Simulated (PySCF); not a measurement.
Si2H4O2: geometry relaxation

Si2H4O2, computed with PBE0-D3(BJ)/def2-SVP geometry optimisation, gas phase (PySCF 2.14.0).

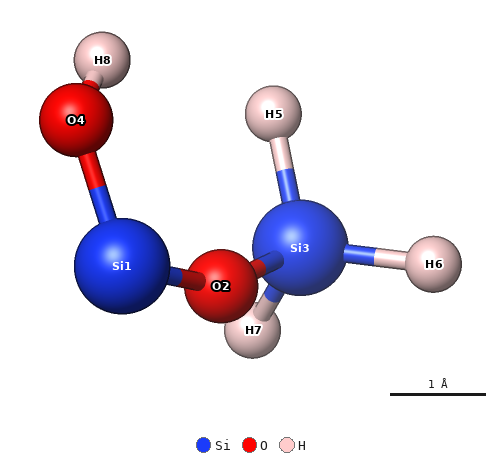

Figure 1. The input geometry (ball-and-stick view, seen at a tilt; atoms are numbered from 1 in the order of the input).

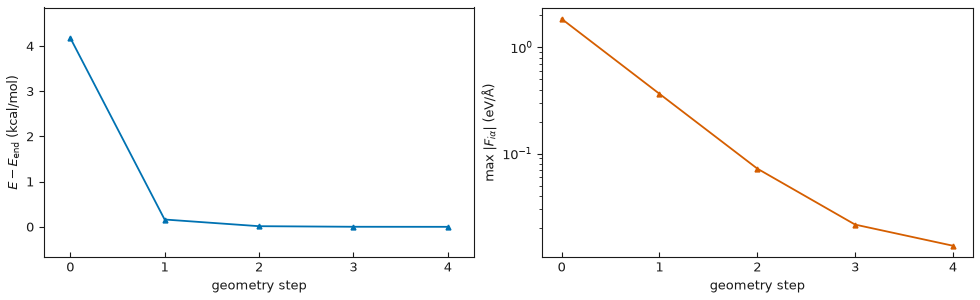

Figure 2. Progress of the relaxation, step by step (steps are counted from 0).

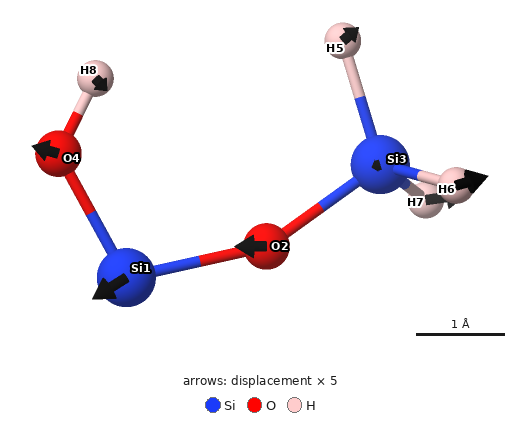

Figure 3. The starting structure with the displacements as black arrows, magnified 5 times (ball-and-stick view, seen on its broad side). The two geometries are laid on each other by the best rigid fit. After 4 geometry steps the energy has fallen by 4.18 kcal/mol. Largest force component: 1.9 eV/Å at the start, 0.014 eV/Å at the end. The atom that moves furthest after the best rigid fit is H7 (0.098 Å). Largest moves by element: H 0.098 Å, Si 0.095 Å, O 0.075 Å. Among the contacts that change: Si1–O4 1.614 → 1.666 Å, Si3–H7 1.445 → 1.491 Å, O2–Si3 1.619 → 1.660 Å, Si3–H6 1.455 → 1.491 Å. Among the angles that change: H6–Si3–H7 116.1° → 109.8°, Si1–O4–H8 124.6° → 120.3°, O2–Si3–H6 105.4° → 109.5°. (Atoms are counted from 1 in the order of the input.)

The input and output of the run follow.

**Input file**
```
{"job": {"xc": "PBE0", "basis": "def2-SVP", "d3": "d3bj", "grid": 2, "kind": "geom", "shake": 0.01}, "charge": 0, "multiplicity": 1}
Si     1.490717     0.602739    -1.314521
O     -0.057221     0.231020    -0.863713
Si    -1.247666    -0.252212     0.121354
O      2.401281     0.411736     0.003824
H     -0.679623    -0.543811     1.452588
H     -2.172251     0.869454     0.188402
H     -1.760212    -1.464696    -0.475363
H      2.071052     0.117217     0.859529
```

The first line tells a small driver script what to run in PySCF; the rest is the geometry in Å.

Launch command:
```bash
OMP_NUM_THREADS=1 python <driver script> task.json out
```

**Log**
```
step   0  E = -731.21169110  max force = 0.035999
step   1  E = -731.21810003  max force = 0.007100
step   2  E = -731.21833565  max force = 0.001407
step   3  E = -731.21835612  max force = 0.000418
step   4  E = -731.21835835  max force = 0.000264
optimisation converged
```

**Trajectory as extended XYZ (Å, eV, eV/Å), 5 frames, from step=0 to step=4**
```
8
Properties=species:S:1:pos:R:3:forces:R:3 step=0 energy=-19897.28359
Si    1.4907    0.6027   -1.3145   -0.3523   0.4431  -1.8511
O    -0.0572    0.2310   -0.8637    1.0518   0.3916  -0.6924
Si   -1.2477   -0.2522    0.1213   -0.0342  -0.0111   0.5180
O     2.4013    0.4117    0.0038    0.7936  -0.2472   1.3841
H    -0.6796   -0.5438    1.4526   -0.0191  -0.1144   0.4806
H    -2.1723    0.8694    0.1884   -0.7296   0.3070   0.1964
H    -1.7602   -1.4647   -0.4754   -0.6828  -0.7473  -0.1510
H     2.0711    0.1172    0.8595   -0.0275  -0.0218   0.1155
8
Properties=species:S:1:pos:R:3:forces:R:3 step=1 energy=-19897.45799
Si    1.5170    0.6382   -1.4446   -0.0475  -0.1013   0.3651
O    -0.0223    0.2374   -0.9149   -0.1608  -0.0321  -0.0163
Si   -1.2558   -0.2609    0.0880    0.0448   0.0728  -0.0508
O     2.4185    0.4256   -0.0521    0.0823   0.0948  -0.3058
H    -0.7149   -0.5562    1.4548   -0.0109   0.0021  -0.0310
H    -2.3012    0.7994    0.1991    0.0966   0.0432  -0.0064
H    -1.9079   -1.4861   -0.4547    0.0835  -0.0441  -0.0312
H     2.0037    0.1406    0.7690   -0.0880  -0.0354   0.0764
8
Properties=species:S:1:pos:R:3:forces:R:3 step=2 energy=-19897.46440
Si    1.5051    0.6326   -1.4300   -0.0131  -0.0167   0.0672
O    -0.0345    0.2335   -0.9078    0.0444   0.0056  -0.0210
Si   -1.2664   -0.2624    0.0892   -0.0176   0.0103  -0.0137
O     2.4322    0.4299   -0.0581   -0.0385   0.0133  -0.0723
H    -0.7308   -0.5589    1.4558   -0.0121  -0.0069   0.0069
H    -2.2948    0.8123    0.1920    0.0242   0.0152   0.0080
H    -1.8995   -1.4928   -0.4657    0.0276  -0.0127   0.0032
H     2.0258    0.1439    0.7693   -0.0149  -0.0082   0.0217
8
Properties=species:S:1:pos:R:3:forces:R:3 step=3 energy=-19897.46495
Si    1.5048    0.6322   -1.4292    0.0029   0.0017   0.0096
O    -0.0337    0.2338   -0.9095    0.0123   0.0005  -0.0215
Si   -1.2642   -0.2618    0.0883   -0.0150   0.0003  -0.0040
O     2.4251    0.4289   -0.0553   -0.0075  -0.0030   0.0065
H    -0.7313   -0.5595    1.4559   -0.0044  -0.0032   0.0058
H    -2.2867    0.8178    0.1916    0.0029   0.0032   0.0054
H    -1.8904   -1.4952   -0.4673    0.0055  -0.0025   0.0056
H     2.0136    0.1420    0.7701    0.0033   0.0030  -0.0075
8
Properties=species:S:1:pos:R:3:forces:R:3 step=4 energy=-19897.46501
Si    1.5067    0.6321   -1.4278    0.0055   0.0046   0.0000
O    -0.0327    0.2340   -0.9114   -0.0042  -0.0046  -0.0136
Si   -1.2638   -0.2613    0.0862   -0.0029   0.0010   0.0051
O     2.4235    0.4283   -0.0520    0.0015  -0.0020   0.0082
H    -0.7327   -0.5596    1.4547   -0.0010  -0.0003   0.0008
H    -2.2851    0.8193    0.1908   -0.0001   0.0001  -0.0001
H    -1.8884   -1.4961   -0.4680    0.0000   0.0003   0.0004
H     2.0096    0.1413    0.7720    0.0012   0.0010  -0.0008
```

**Summary**

- outcome: converged
- total energy: −731.218358 hartree
- dipole moment: 2.03 D
- point group: Cs
- hardware: 1 CPU thread, shared host
- wall time: 22 s
- peak memory: 0.42 GiB
